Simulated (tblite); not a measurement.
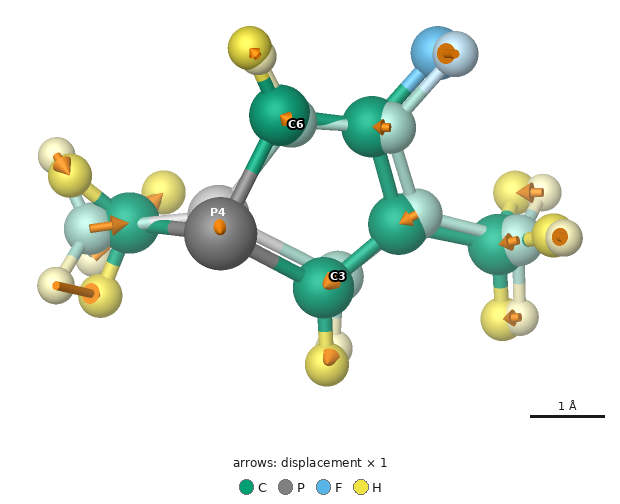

This is a relaxation of C6H8FP. The starting structure is drawn faded, the final one solid; orange arrows show the displacements, at their true length. The two geometries are superimposed by the best rigid fit.

The picture is a ball-and-stick view, seen at a tilt.

Level of theory: GFN2-xTB geometry optimisation, gas phase (tblite 0.8.0). 

**Which element moves most?**

Hydrogen: up to 1.31 Å, against 0.68 Å for phosphorus.

**What happened in the run?**

An H atom moves most after the best rigid fit: 1.31 Å. Largest moves by element: H 1.31 Å, P 0.68 Å, C 0.55 Å, F 0.51 Å. Some distances before and after: C–P 1.672 → 1.804 Å, C–P 1.928 → 1.806 Å, C–C 1.363 → 1.450 Å, C–C 1.386 → 1.347 Å. Among the angles between lasting bonds that change: C–P–C 135.1° → 101.0°, C–P–C 128.7° → 101.0°, P–C–C 119.3° → 109.3°. Over 101 geometry steps the energy falls by 1.807 eV.
